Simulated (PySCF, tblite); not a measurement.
# C3H5BF4O2: geometry, infrared bands and NMR shifts

Aim: predict the infrared bands and NMR shifts of C3H5BF4O2 (`BO[C@@H](F)[C@H](F)OC(F)F`).

The runs use tblite 0.8.0 and PySCF 2.14.0, with density-fitted response routines of our own; the level of theory stands in each step. All values are computed, except where a source is named. Atoms are numbered from 0 throughout.

## Step 1: The molecule as given

15 atoms, charge 0, multiplicity 1; geometry from: force field or distance geometry start.

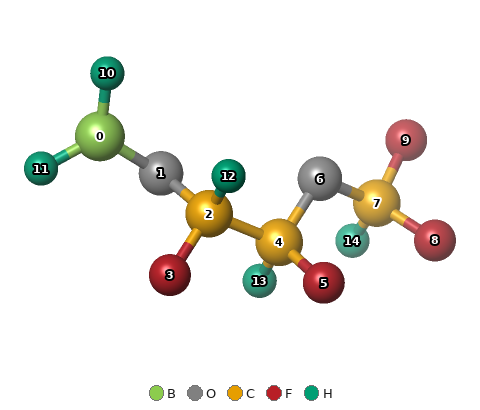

The starting geometry (boron green, oxygen grey, carbon amber, fluorine red, hydrogen teal), atoms numbered.

## Step 2: Relaxing the molecule with GFN2-xTB

What the job is given:

```
{"job": {"kind": "relax", "xc": "GFN2-xTB", "basis": "xTB"}, "charge": 0, "multiplicity": 1}
B     -2.501200     0.877800    -1.252700
O     -1.244700     0.182200    -1.010000
C     -1.075500    -0.022500     0.392600
F     -2.010200    -0.939700     0.841200
C      0.317900    -0.554700     0.669100
F      0.447800    -0.779900     2.020400
O      1.269500     0.407300     0.228900
C      2.571000    -0.152800     0.219800
F      3.024900    -0.370300     1.507500
F      3.416500     0.727600    -0.404900
H     -2.537200     2.059400    -1.294000
H     -3.503500     0.261300    -1.440300
H     -1.205700     0.936200     0.970500
H      0.432100    -1.520200     0.113700
H      2.593900    -1.103600    -0.353600
```

The run is started by

```sh
$ OMP_NUM_THREADS=1 python probes_run.py task.json out
```

One launch serves the whole session: the jobs run in the order shown.

**Question.** This job is followed by: GFN2-xTB harmonic vibrations, gas phase; GIAO PBE0/pcSseg-1 NMR shielding, non-relativistic, gas phase. Predict these results of the whole session: strongest single infrared mode (GFN2-xTB); zero-point energy (GFN2-xTB); 13C shifts against TMS (PBE0/pcSseg-1); 1H shifts against TMS (PBE0/pcSseg-1, means over atoms taken as alike); 11B shifts against BF3·OEt2 (PBE0/pcSseg-1); 17O shifts against H2O (PBE0/pcSseg-1); 19F shifts against CFCl3 (PBE0/pcSseg-1).

As calculated:

| quantity | value |
| --- | --- |
| strongest single infrared mode (GFN2-xTB) | 1001 cm⁻¹, 318 km/mol |
| zero-point energy (GFN2-xTB) | 56.3 kcal/mol |
| 13C shifts against TMS (PBE0/pcSseg-1) | 122.2, 116.7, 109.0 ppm |
| 1H shifts against TMS (PBE0/pcSseg-1, means over atoms taken as alike) | 6.86, 5.93, 5.79, 5.20 ppm |
| 11B shifts against BF3·OEt2 (PBE0/pcSseg-1) | 47.7 ppm |
| 17O shifts against H2O (PBE0/pcSseg-1) | 245.1, 156.8 ppm |
| 19F shifts against CFCl3 (PBE0/pcSseg-1) | -106.8, -111.7, -155.0, -176.2 ppm |

**Reading.** Over 234 steps the energy fell by 1.258 eV; of the close pairs, B0–O1 changed most, 1.457 to 1.336 Å. All 39 modes are real, so the xTB geometry is a minimum. GFN2-xTB is a fitted tight-binding method: band positions and strengths are rough. Its intensities can rank the bands wrongly. H14 (hydrogen on an sp3 CH bonded to 2 F and O) lies farthest downfield among hydrogen, at 6.86 ppm; its carbon carries F and O, which withdraws density. At PBE0/pcSseg-1: The widest tensor belongs to O1: span 391 ppm, with a paramagnetic part of -305 ppm.
